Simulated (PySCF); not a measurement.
**GeH2F (SMILES [F][GeH2]) at UB2PLYP/STO-3G**

What is the vertical doublet–quartet gap of GeH2F at UB2PLYP/STO-3G? Input form: a Python script.

Program for the calculation: PySCF 2.14.0.

8 further runs of the same task are left out: 2 that didn't finish, 6 set aside as unsound or not needed.

## Step 1: Starting point

GeH2F has 4 atoms, charge 0, and is taken as a doublet. As SMILES, `[F][GeH2]`. Geometry: relaxed at PBE0-D4/def2-TZVP.

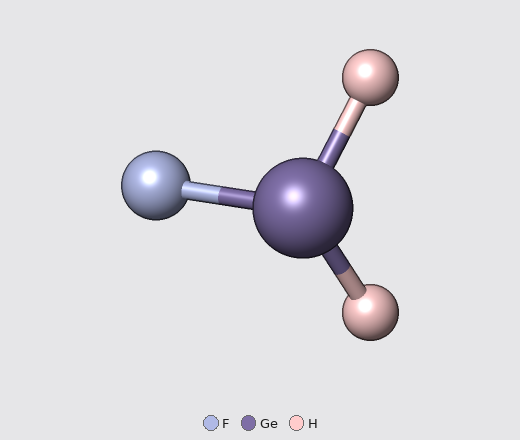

The structure, seen from a chosen angle (fluorine light blue, germanium purple, hydrogen pink).

## Step 2: A single-point energy at UB2PLYP/STO-3G

Input file geometry.xyz:

```xyz
4

F      0.138200    -0.585400     1.442000
Ge     0.305700    -0.223200    -0.257100
H     -1.078800    -0.527800    -0.882000
H      0.690400     1.276000    -0.323100
```

Input file job.py:

```python
# [F][GeH2]
from pyscf import gto, dft, mp

mol = gto.M(
    atom='geometry.xyz',
    spin=1,
    verbose=3,
    basis='sto-3g',
    max_memory=1860,
)

myscf = dft.UKS(mol)
myscf.xc = '0.53*HF + 0.47*B88, 0.73*LYP'
myscf.conv_tol = 1e-10
myscf.grids.level = 5
myscf.kernel()
if not myscf.converged:
    myscf = myscf.newton().run(myscf.mo_coeff, myscf.mo_occ)

pt = mp.MP2(myscf, frozen=10).run()
e_tot = myscf.e_tot + 0.27 * pt.e_corr
print('PT2 part  %.8f' % (0.27 * pt.e_corr))
print('Final energy', e_tot)
```

Run with:

```
$ OMP_NUM_THREADS=1 python job.py
```

Standard output:

```text
converged SCF energy = -2152.11641011251  <S^2> = 0.75222324  2S+1 = 2.002222
E(UMP2) = -2152.19191197745  E_corr = -0.0755018649461744
E(SCS-UMP2) = -2152.19704943639  E_corr = -0.0806393238896957
PT2 part  -0.02038550
Final energy -2152.136795616041
```

It took 9.9 s on 1 thread of AMD EPYC 7R43 (Zen 3), shared host; peak memory 0.22 GiB.

## Step 3: The quartet

Input file start.xyz:

```xyz
4
FGeH2
F      0.138200    -0.585400     1.442000
Ge     0.305700    -0.223200    -0.257100
H     -1.078800    -0.527800    -0.882000
H      0.690400     1.276000    -0.323100
```

Input file input.py:

```python
from pyscf import gto, dft, mp

system = gto.Mole()
system.atom = 'start.xyz'
system.spin = 3
system.charge = 0
system.verbose = 3
system.max_memory = 1860
system.basis = 'sto-3g'
system.build()

mf = dft.UKS(system, xc='0.53*HF + 0.47*B88, 0.73*LYP')
mf.conv_tol = 1e-10
mf.grids.level = 5
mf.kernel()
if not mf.converged:
    mf = mf.newton().run(mf.mo_coeff, mf.mo_occ)

pt = mp.MP2(mf, frozen=10).run()
etot = mf.e_tot + 0.27 * pt.e_corr
print('PT2 part  %.8f' % (0.27 * pt.e_corr))
print('Final energy', etot)
```

Run with:

```
$ OMP_NUM_THREADS=1 python input.py
```

Standard output:

```text
WARN: HOMO -0.112966731586248 >= LUMO -0.567667515417005

WARN: HOMO 0.246416878414757 >= LUMO 0.0929013683978097

WARN: HOMO 0.137753647191214 >= LUMO -0.0430079361942678

WARN: HOMO 0.0819264713976487 >= LUMO -0.0137487015070186

WARN: HOMO 0.0725326630942881 >= LUMO -0.0031298257827127

WARN: HOMO 0.0681518583325247 >= LUMO 0.00539048198925268

WARN: HOMO 0.0677261856380951 >= LUMO 0.00460003303778017

WARN: HOMO 0.0668810638515967 >= LUMO 0.00613250687458577

WARN: HOMO 0.0671622070305706 >= LUMO 0.00512208146254367

WARN: HOMO 0.0670782918634206 >= LUMO 0.00530504996924375

WARN: HOMO 0.0670775215243143 >= LUMO 0.00531414046838741

WARN: HOMO 0.0670724319665484 >= LUMO 0.00531039140623502

WARN: HOMO 0.0670733711395843 >= LUMO 0.00531108603835823

WARN: HOMO 0.0670734040692806 >= LUMO 0.0053108686207492

converged SCF energy = -2151.81132274236  <S^2> = 3.7506691  2S+1 = 4.0003346
E(UMP2) = -2151.86070694821  E_corr = -0.0493842058541403
E(SCS-UMP2) = -2151.85987145249  E_corr = -0.048548710132429
PT2 part  -0.01333374
Final energy -2151.824656477941
```

It took 9 s on 1 thread of AMD EPYC 7R43 (Zen 3), shared host; peak memory 0.21 GiB.

## Step 4: Outcome

Level: UB2PLYP/STO-3G, 10 core orbitals frozen.

| quantity | value |
| --- | --- |
| doublet: total energy | -2152.13680 Eh |
| doublet: dipole moment (SCF part) | 0.90 D |
| doublet: HOMO energy (SCF part's orbitals) (highest over α and β) | -4.54 eV |
| doublet: LUMO energy (SCF part's orbitals) (lowest over α and β) | 1.93 eV |
| doublet: ⟨S²⟩ | 0.752 |
| quartet: total energy | -2151.82466 Eh |
| quartet: dipole moment (SCF part) | 1.58 D |
| quartet: ⟨S²⟩ | 3.751 |
| vertical energy of the quartet above the doublet | 8.494 eV |

In words: At this shape the quartet lies 8.49 eV (196 kcal/mol) above the doublet. In a minimal basis such a difference can be off by several eV, whatever the method.
